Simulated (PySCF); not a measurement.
Vertical excitations of a molecule C2H6Se2 from TDA-LC-ωPBE/def2-SVPD (PySCF), as energy in eV (oscillator strength): 4.22 (0.007), 4.33 (0.001), 5.84 (0.003), 5.87 (0.001), 6.60 (0.011), 6.72 (0.009), 6.94 (0.036), 6.95 (0.093), 7.39 (0.469), 7.63 (0.003). Lowest triplet (TDA): 3.48 eV. Geometry optimised at r2SCAN-D4/def2-SVP. One conformer was computed; it need not be the lowest.

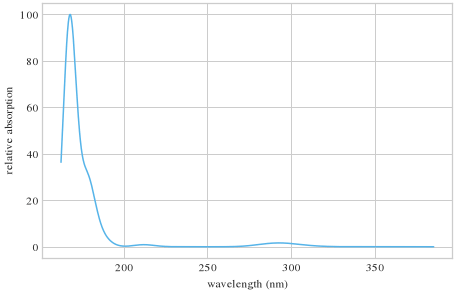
Figure: The lines broadened by 0.4 eV.

Which molecule gave these data?
(A) C[Se]C[SeH]
(B) [SeH]CC[SeH]
(C) C[Se][Se]C
(D) CC[Se][SeH]

C, C[Se][Se]C
